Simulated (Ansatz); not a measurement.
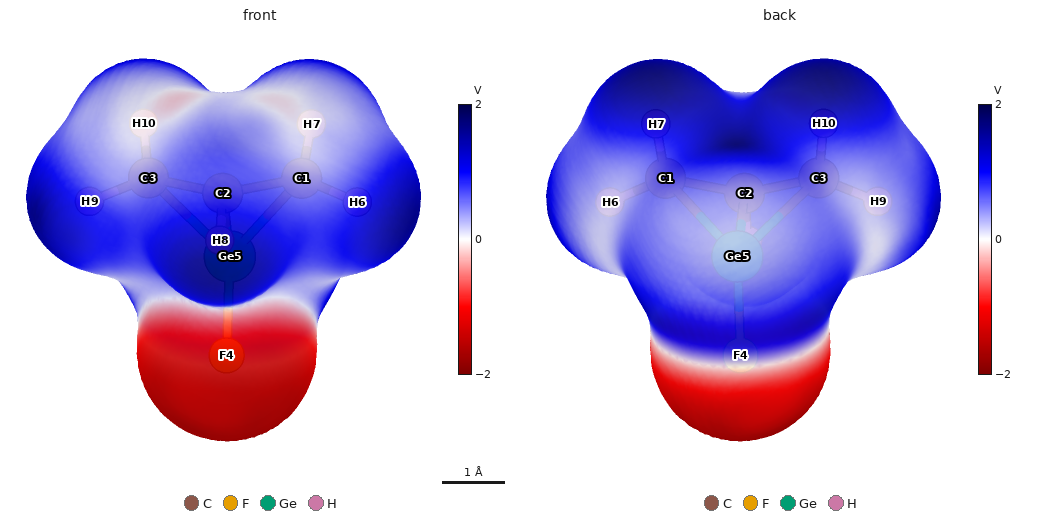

The picture shows: C₃H₅FGe. The molecular electrostatic potential painted on the density surface at 0.004 e/bohr³, seen from the front and from behind; the colour scale runs from red (negative) to blue (positive).

Geometry: PBE-D3(BJ)/def2-SVP.

Level of theory: isolated molecule in a Gaussian basis; Kohn-Sham density functional theory, functional PBE0 in Ansatz.

Input

```
crystal:
  periodic: [false, false, false]
  atoms:
    - symbol: C
      position_ang: [-1.781902, 0.798373, -2.101581]
    - symbol: C
      position_ang: [-0.858571, 0.506381, -1.063140]
    - symbol: C
      position_ang: [-1.240792, -0.202833, 0.106164]
    - symbol: F
      position_ang: [-0.388655, -2.050019, -2.337281]
    - symbol: Ge
      position_ang: [-1.930811, -1.414044, -1.671177]
    - symbol: H
      position_ang: [-1.410846, 1.172124, -3.067557]
    - symbol: H
      position_ang: [-2.821625, 1.074718, -1.853868]
    - symbol: H
      position_ang: [0.206358, 0.450112, -1.349635]
    - symbol: H
      position_ang: [-0.465172, -0.577524, 0.790635]
    - symbol: H
      position_ang: [-2.229049, -0.021029, 0.563378]
basis:
  gaussian: {orbitals: def2-TZVPD}
hamiltonian: {xc: {name: PBE0}}
output: {forces: true, orbitals: {seedname: orbitals}}
```

Launched as:

```sh
ansatz run input.yaml --threads 2 --pin off --max-ram 4350MiB --events-out events.jsonl --progress --plain --runs-dir runs
```

Where is the surface potential most negative and most positive?

The most negative region (about −1.7 V) lies over F4, the most positive (about +1.8 V) over Ge5, H7 and H10.
